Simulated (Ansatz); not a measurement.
Base system: SrTiO₃ in the cubic perovskite structure (space group Pm-3m, No. 221; a = 3.9070 Å).

Perturbation: Ba takes the place of Sr on all its sites; the structure is relaxed again.

The values are results of r2SCAN (Ansatz, a quantum-chemistry and plane-wave program, PAW, scalar-relativistic without spin-orbit coupling), not measurements.

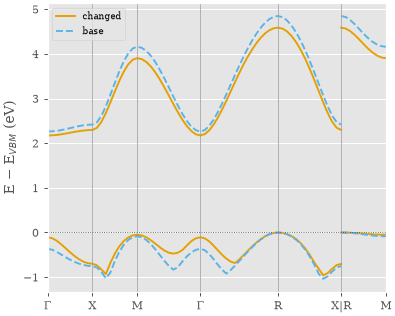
Fig. 1. Highest valence and lowest conduction band along the path, each from its own valence-band maximum

Q: Read the changed gap and its character from the plot.

A: About 2.2 eV, indirect, R → Γ.

Stability against distortions was not tested. All final runs are without spin polarisation. Many cubic perovskites are stable only at high temperature; tilts and polar distortions were not tested. This is not the structure that BaTiO3 has at room temperature and ambient pressure.
